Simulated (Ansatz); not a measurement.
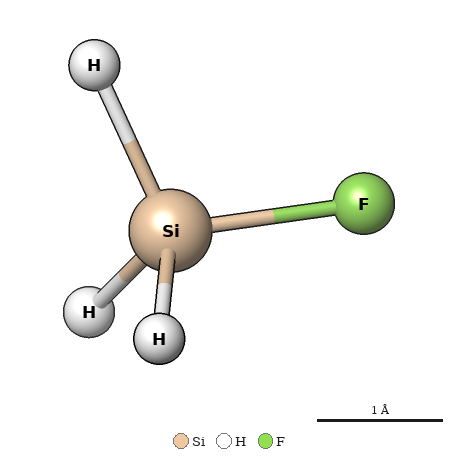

The picture shows a molecular structure as a ball-and-stick model. Every bond is drawn as one stick, whatever its order.

The geometry was computed by an optimisation with PBE0-D4/def2-TZVP.

Question: Count the atoms of each element.

Answer: FH₃Si, 5 atoms: 1 fluorine, 3 hydrogen and 1 silicon.

Question: How many atoms are distinct by symmetry?

Answer: 3: 1 Si, 3 H, 1 F.

The parts below concern this one geometry. Atoms keep their numbers from picture to picture.

## Shape

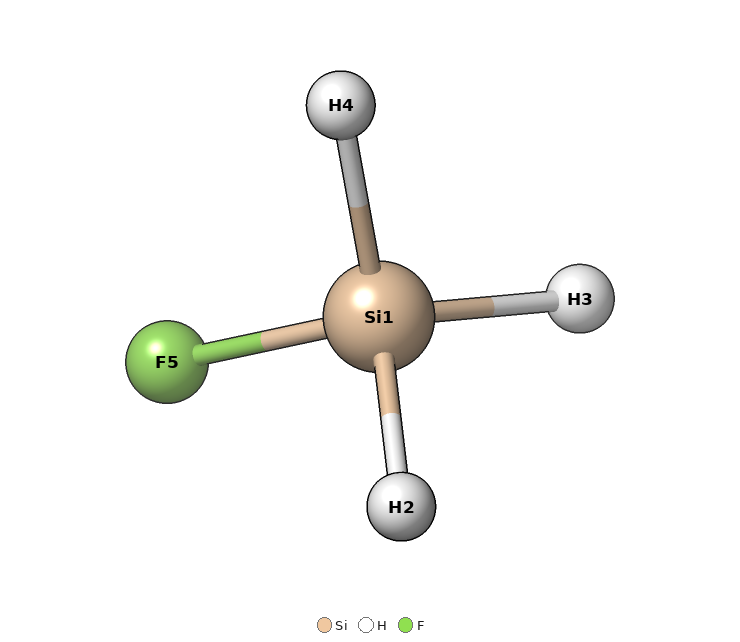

Give the bond lengths.

```tsv
bond	length (Å)
Si1–H2	1.482
Si1–H3	1.482
Si1–H4	1.482
Si1–F5	1.600
```

## Electronic properties

Properties computed with RKS PBE0-D4/def2-TZVPP (Ansatz 0.2.0).

Question: What is the HOMO energy (Kohn–Sham orbital)?

Answer: −9.77 eV.

Question: Give the HOMO–LUMO gap at this level.

Answer: 9.64 eV.

## Charges

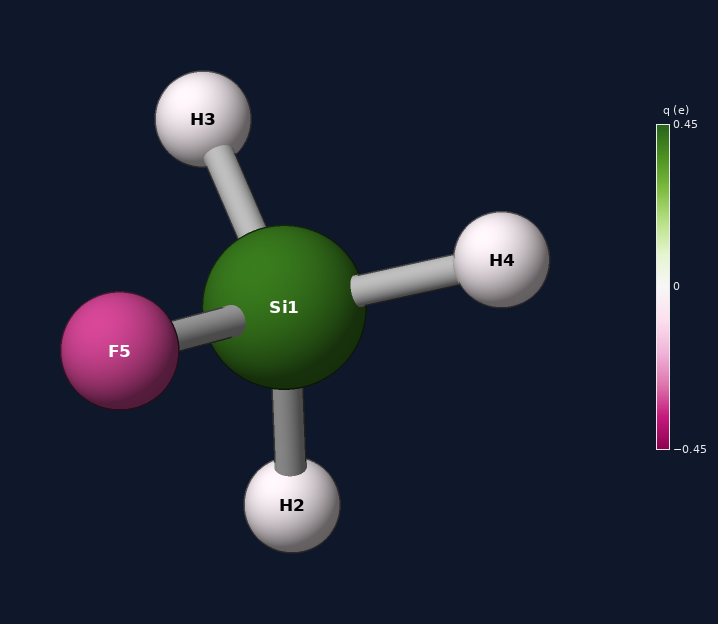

Atoms are coloured by their Mulliken charges. Level of theory: RKS PBE0-D4/def2-TZVP (Ansatz 0.2.0).

Give the Mulliken charges atom by atom.

```
atom  value (e)
 Si1       0.41
  H2      −0.03
  H3      −0.03
  H4      −0.03
  F5      −0.32
```

## Vibrations

Harmonic vibrations computed with RKS PBE0-D4/def2-TZVP (Ansatz 0.2.0) at a stationary point of the same level.

Question: How many vibrational modes are there, and where do they lie?

Answer: 9 modes: 722, 722, 880, 956, 956, 987, 2250, 2257, 2257 cm⁻¹.

## Thermal motion

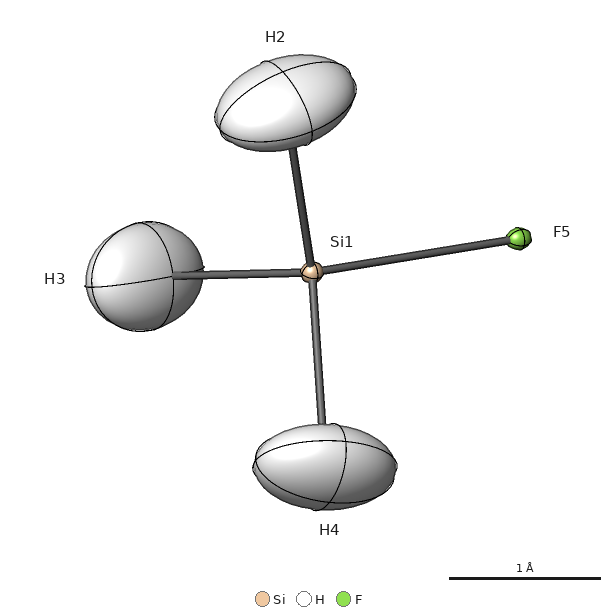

Displacement ellipsoids at the 50 % level, enlarged 2 times, from the internal vibrations of the free molecule (harmonic, no overall translation or rotation; no half-axis is drawn under 0.075 Å). Vibrations computed with RKS PBE0-D4/def2-TZVP (Ansatz 0.2.0). Temperature: 600 K.

Give the displacement parameters, one line for each set of equivalent atoms.

```tsv
atom	U_eq (Å²)	rms amplitudes (Å)
Si1	0.00022	0.012, 0.012, 0.019
H2, H3, H4	0.0154	0.085, 0.115, 0.160
F5	0.00034	0.010, 0.010, 0.028
```

Mulliken values depend strongly on the basis set and can even reverse the polarity of a bond.
